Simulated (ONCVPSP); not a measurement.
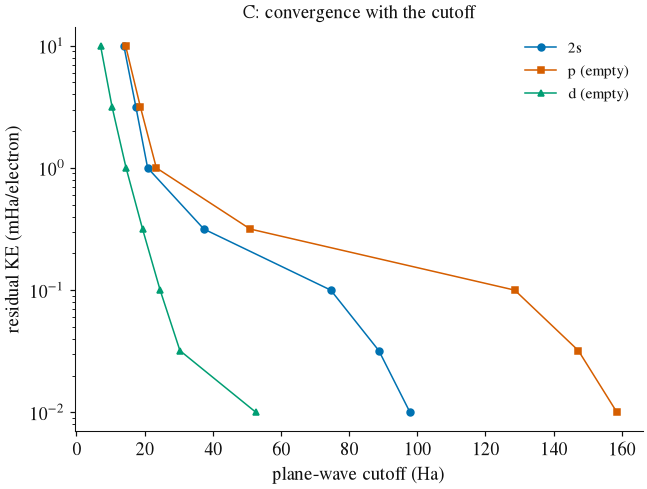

Residual kinetic energy of the pseudo-waves (the first of each channel, and further valence shells) beyond the plane-wave cutoff, as the generator prints it.

Input of ONCVPSP 4.0.1:

```
# ATOM AND REFERENCE CONFIGURATION
# atsym  z   nc   nv     iexc    psfile
  C 6.00    1    1  -106131      upf
#
#   n    l    f
    1    0    2.00
    2    0    2.00
#
# PSEUDOPOTENTIAL AND OPTIMIZATION
# lmax
    2
#
#   l,   rc,      ep,       ncon, nbas, qcut
    0    1.10    0.00    4    7    6.50
    1    1.15    0.02    4    8    6.60
    2    1.05    0.39    4    8    7.80
#
# LOCAL POTENTIAL
# lloc, lpopt,  rc(5),   dvloc0
    4    2    0.85    0.00
#
# VANDERBILT-KLEINMAN-BYLANDER PROJECTORs
# l, nproj, debl
    0    1    2.20
    1    1    3.80
    2    3    2.50
#
# MODEL CORE CHARGE
# icmod, fcfact, rcfact
    3    1.75    1.65
#
# LOG DERIVATIVE ANALYSIS
# epsh1, epsh2, depsh
   -3.00    5.00    0.02
#
# OUTPUT GRID
# rlmax, drl
    6.00    0.01
#
# TEST CONFIGURATIONS
# ncnf
    4
# nvcnf
#   n    l    f
    2
    2    0    2.00
    2    1    2.00
#
    2
    2    0    2.00
    2    1    1.00
#
    1
    2    0    1.00
#
    2
    2    0    2.00
    2    1    1.50
#
```

Command:
```bash
oncvpsp.x < C.dat > C.out
```

Functional and relativity: BLYP, scalar-relativistic.

In the p channel the program set the typed energies aside and used 0.050 Ha.

Q: At which cutoff does each wave reach 1 mHa per electron?

A: p (empty): 23 Ha; 2s: 21 Ha; d (empty): 15 Ha.

Q: Which cutoffs does the potential need for its occupied states?

A: 21 Ha for 1 mHa and 75 Ha for 0.1 mHa per electron. The first is set by 2s.

The potential isn't sound: its ghost test gives GHOST(-) flagged for d at -57.8 eV; no localised positive-energy state flagged.
